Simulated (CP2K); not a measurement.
**C2HCl2Si (SMILES C#C[Si](Cl)Cl): PM6**

What is the energy change on altering one bond length of C2HCl2Si at PM6? 

The calculation is run with CP2K 2026.2.

4 further runs of the same task are left out: 1 that didn't finish, 3 set aside as unsound or not needed.

**1. The structure to begin with**

C2HCl2Si has 6 atoms, charge 0, and is taken as a doublet. SMILES: `C#C[Si](Cl)Cl`. The coordinates come from a PBE0-D4/def2-TZVP relaxation.

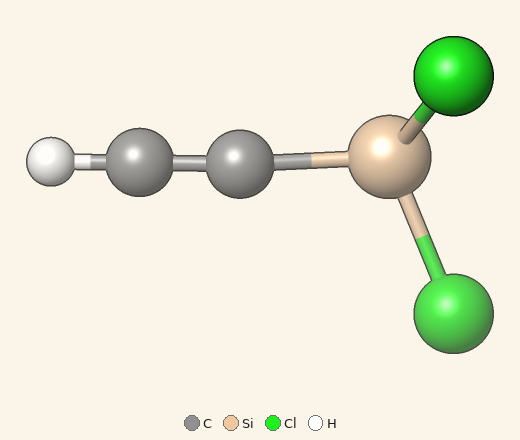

The structure, seen from a chosen angle (carbon grey, silicon light orange, chlorine green, hydrogen white).

**2. The energy at PM6**

job.inp

```
&GLOBAL
   PROJECT job
   RUN_TYPE ENERGY
   PRINT_LEVEL MEDIUM
&END GLOBAL

&FORCE_EVAL
   METHOD QS
   &DFT
      CHARGE 0
      MULTIPLICITY 2
      UKS T
      &QS
         METHOD PM6
         EPS_DEFAULT 1.0E-10
         &SE
            &COULOMB
               CUTOFF [angstrom] 50
               RC_RANGE [angstrom] 0
            &END COULOMB
            &EXCHANGE
               CUTOFF [angstrom] 50
               RC_RANGE [angstrom] 0
            &END EXCHANGE
         &END SE
      &END QS
      &POISSON
         PERIODIC NONE
         POISSON_SOLVER ANALYTIC
      &END POISSON
      &SCF
         SCF_GUESS ATOMIC
         EPS_SCF 1.0E-06
         MAX_SCF 80
         &DIAGONALIZATION
            ALGORITHM STANDARD
         &END DIAGONALIZATION
         &MIXING
            METHOD DIRECT_P_MIXING
            ALPHA 0.4
         &END MIXING
      &END SCF
      &PRINT
         &MOMENTS
            PERIODIC F
            REFERENCE COM
            MAX_MOMENT 1
         &END MOMENTS
         &MO ON
            ENERGIES T
            OCCUPATION_NUMBERS T
            NDIGITS 6
            &EACH
               QS_SCF 0
            &END EACH
            ADD_LAST NUMERIC
         &END MO
         &HIRSHFELD OFF
         &END HIRSHFELD
      &END PRINT
   &END DFT
   &SUBSYS
      &CELL
         ABC [angstrom] 13.9 12.8 13.9
         PERIODIC NONE
      &END CELL
      &COORD
         C      1.324500     0.483500     1.111500
         C      0.521500     0.095400     0.297200
         Si    -0.504400    -0.583800    -1.021800
         Cl    -1.914000    -1.830600    -0.226100
         Cl    -1.406000     0.937000    -2.046300
         H      2.020400     0.834500     1.839400
      &END COORD
      &TOPOLOGY
         &CENTER_COORDINATES
         &END CENTER_COORDINATES
      &END TOPOLOGY
   &END SUBSYS
&END FORCE_EVAL
```

Command:

```bash
$ OMP_NUM_THREADS=1 cp2k.psmp -i job.inp -o job.out
```

What it wrote:

```text
CP2K| version string:                                       CP2K version 2026.2
[...]
 GLOBAL| Method name                                                        CP2K
[...]
 GLOBAL| Run type                                                         ENERGY
[...]
                             - Atoms:                                          6
[...]
                             - Spherical basis functions:                     36
[...]
 Number of electrons:                                                         14
[...]
     1 P_Mix/Diag. 0.40E+00    0.0     0.46745066       -26.6197501441 -2.66E+01
[...]
    20 DIIS/Diag.  0.36E-06    0.0     0.00000063       -30.8794231558 -9.90E-12
  *** SCF run converged in    20 steps ***
  Core-core repulsion energy [eV]:                           1338.12729154513522
  Core Hamiltonian energy [eV]:                             -1332.01519837951173
  Two-electron integral energy [eV]:                        -1692.76785985253332
  Electronic energy [eV]:                                   -2178.39912830577850
  Total energy [eV]:                                         -840.27183676064305
  Atomic reference energy [eV]:                               840.19196170345435
  Heat of formation [kcal/mol]:                                -1.84196272281305
[...]
 SE_DIPOLE| Moment [Debye]         -2.08605641      -0.16363576      -0.83283705
 SE_DIPOLE| Derivative [a.u.]       0.00000000       0.00000000       0.00000000
 ENERGY| Total FORCE_EVAL ( QS ) energy [hartree]            -30.879423155768258
[...]
```

Wall time 2.9 s (1 thread of AMD EPYC (Zen 3), shared host); peak memory 0.29 GiB.

**3. The distorted shape at the same level**

run.inp

```
&global
 project run
 run_type ENERGY
 print_level MEDIUM
&end global
&force_eval
 method Quickstep
 &dft
  multiplicity 2
  unrestricted_kohn_sham T
  &qs
   method PM6
   eps_default 1.0E-10
   &se
    &coulomb
     cutoff [angstrom] 50
     rc_range [angstrom] 0
    &end coulomb
    &exchange
     cutoff [angstrom] 50
     rc_range [angstrom] 0
    &end exchange
   &end se
  &end qs
  &poisson
   periodic NONE
   poisson_solver ANALYTIC
  &end poisson
  &scf
   scf_guess ATOMIC
   eps_scf 1.0E-06
   max_scf 80
   &diagonalization
    algorithm STANDARD
   &end diagonalization
   &mixing
    method DIRECT_P_MIXING
    alpha 0.4
   &end mixing
  &end scf
  &print
   &moments
    periodic F
    reference COM
    max_moment 1
   &end moments
   &mo ON
    energies T
    occupation_numbers T
    ndigits 6
    &each
     qs_scf 0
    &end each
    add_last NUMERIC
   &end mo
   &hirshfeld OFF
   &end hirshfeld
  &end print
 &end dft
 &subsys
  &cell
   abc 14.2 12.9 14.3
   periodic NONE
  &end cell
  &coord
   C      1.632278     0.687265     1.507210
   C      0.829278     0.299165     0.692910
   Si    -0.504400    -0.583800    -1.021800
   Cl    -1.914000    -1.830600    -0.226100
   Cl    -1.406000     0.937000    -2.046300
   H      2.328178     1.038265     2.235110
  &end coord
  &topology
   &center_coordinates
   &end center_coordinates
  &end topology
 &end subsys
&end force_eval
```

Command:

```bash
$ OMP_NUM_THREADS=1 cp2k.psmp -i run.inp > run.out 2>&1
```

What it wrote:

```text
CP2K| version string:                                       CP2K version 2026.2
[...]
 GLOBAL| Method name                                                        CP2K
[...]
 GLOBAL| Run type                                                         ENERGY
[...]
                             - Atoms:                                          6
[...]
                             - Spherical basis functions:                     36
[...]
 Number of electrons:                                                         14
[...]
     1 P_Mix/Diag. 0.40E+00    0.0     0.48851780       -26.7362672044 -2.67E+01
[...]
    22 DIIS/Diag.  0.67E-07    0.0     0.00000034       -30.8079060317 -1.68E-12
  *** SCF run converged in    22 steps ***
  Core-core repulsion energy [eV]:                           1267.11539577566919
  Core Hamiltonian energy [eV]:                             -1328.53783027139116
  Two-electron integral energy [eV]:                        -1553.80664469739054
  Electronic energy [eV]:                                   -2105.44115262008654
  Total energy [eV]:                                         -838.32575684441724
  Atomic reference energy [eV]:                               840.19196170345435
  Heat of formation [kcal/mol]:                                43.03570982565959
[...]
 SE_DIPOLE| Moment [Debye]         -0.34315571       0.93974094       1.33137801
 SE_DIPOLE| Derivative [a.u.]       0.00000000       0.00000000       0.00000000
 ENERGY| Total FORCE_EVAL ( QS ) energy [hartree]            -30.807906031667386
[...]
```

It took 2.3 s on 1 thread of AMD EPYC (Zen 3), shared host; peak memory 0.29 GiB.

**4. Summary of results**

Level: PM6.

| quantity | value |
| --- | --- |
| first shape: total energy | -30.87942 Eh |
| first shape: dipole moment | 2.25 D |
| first shape: HOMO energy (highest over α and β) | -7.69 eV |
| first shape: heat of formation | -1.8 kcal/mol |
| distorted shape: total energy | -30.80791 Eh |
| distorted shape: dipole moment | 1.67 D |
| distorted shape: HOMO energy (highest over α and β) | -8.37 eV |
| distorted shape: heat of formation | 43.0 kcal/mol |
| energy change with the C2–Si3 bond stretched from 1.804 to 2.345 Å | 1.946 eV |

What this shows: With the C2–Si3 bond stretched from 1.804 to 2.345 Å the energy rises by 1.95 eV (188 kJ/mol). The first shape isn't relaxed at this level, so the change isn't measured from a minimum.
